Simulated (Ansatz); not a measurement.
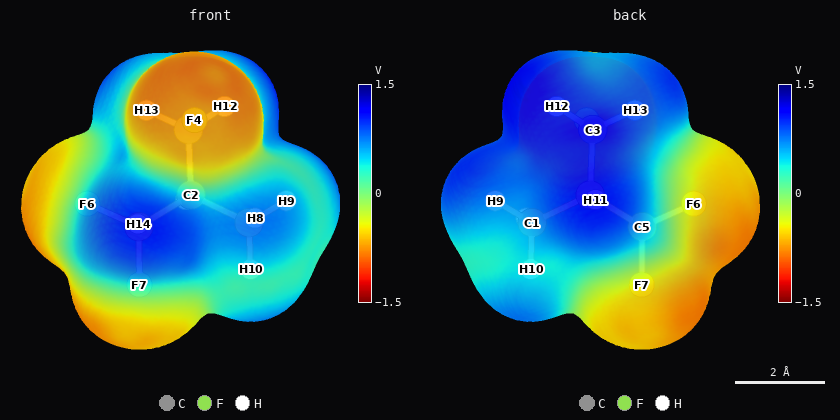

The picture shows: C4H7F3 (SMILES CC(CF)C(F)F). The electrostatic potential painted on the density surface at 0.002 e/bohr³, seen from the front and from behind; red is negative and blue positive.

Geometry: PBE0-D4/def2-TZVP.

These are results of RKS PBE0-D4/def2-TZVPP in Ansatz 0.2.0, not measurements.

Input

```
crystal:
  periodic: [false, false, false]
  atoms:
    - {symbol: C, position_ang: [-0.112297, -1.460700, 0.123351]}
    - {symbol: C, position_ang: [-0.323647, 0.003369, -0.231004]}
    - {symbol: C, position_ang: [0.810819, 0.556111, -1.067653]}
    - {symbol: F, position_ang: [2.009794, 0.450989, -0.379264]}
    - {symbol: C, position_ang: [-0.521493, 0.842140, 1.012657]}
    - {symbol: F, position_ang: [-0.791382, 2.131717, 0.672798]}
    - {symbol: F, position_ang: [-1.590919, 0.389065, 1.718031]}
    - {symbol: H, position_ang: [0.801533, -1.592712, 0.706116]}
    - {symbol: H, position_ang: [-0.018107, -2.059979, -0.784445]}
    - {symbol: H, position_ang: [-0.950037, -1.848483, 0.702656]}
    - {symbol: H, position_ang: [-1.240329, 0.117112, -0.822912]}
    - {symbol: H, position_ang: [0.909968, -0.013882, -1.995782]}
    - {symbol: H, position_ang: [0.656416, 1.611076, -1.304583]}
    - {symbol: H, position_ang: [0.346680, 0.844976, 1.678934]}
basis:
  gaussian: {orbitals: def2-TZVPP}
hamiltonian: {xc: pbe0, dispersion: d4}
output: {orbitals: {seedname: orbitals}}
```

Run with:

```sh
ansatz run in.yaml --threads 4 --pin off --events-out ev --progress --plain --max-ram 11315MiB
```

### Which sites attract a positive test charge, and which a negative one?

A positive charge is drawn to the negative regions and a negative charge to the positive ones. The most negative region (about −0.8 V, or −18 kcal/mol for a unit charge) lies over F4, F6 and F7, the most positive (about +1.2 V, or +28 kcal/mol for a unit charge) over C3, H11 and H12.
